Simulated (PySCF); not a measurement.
```xyz
2

Ga    0.0000    0.0000   -0.0242
H     0.0000    0.0000    1.6578
```

Level of theory: PySCF, PBE0/cc-pVTZ(-PP), non-relativistic Hamiltonian with scalar-relativistic core potentials where named, at a bond length of 1.682 Å.

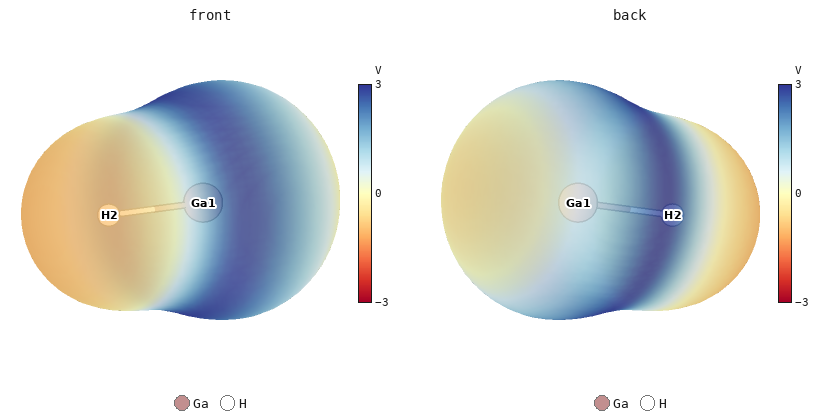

GaH. The molecular electrostatic potential painted on the density surface at 0.004 e/bohr³, seen from the front and from behind; the colour scale runs from red (negative) to blue (positive).

Q: Which sites attract a positive test charge, and which a negative one?

A: A positive charge is drawn to the negative regions and a negative charge to the positive ones. The most negative region (about −1.0 V) lies over H2, the most positive (about +2.9 V) over Ga1.
